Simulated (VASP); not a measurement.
Shape and ions are relaxed at each volume.

Energy against volume of TiO$_{2}$ (anatase). These are PBEsol GGA, VASP's PBE PAW potentials (set 64) (plane waves; VASP) values and carry that method's errors.

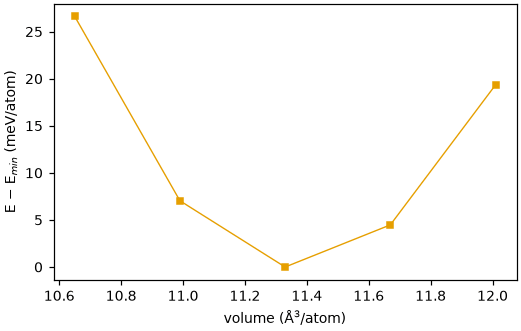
Figure. Energy against volume

**Question.** Estimate the equilibrium volume and the bulk modulus.

**Answer.** The minimum lies near 11.4 Å³/atom, and the curvature gives B0 of about 180 GPa.

The compound is TiO2 in the anatase structure, one of several forms; rutile is the usual stable one. It was relaxed first.
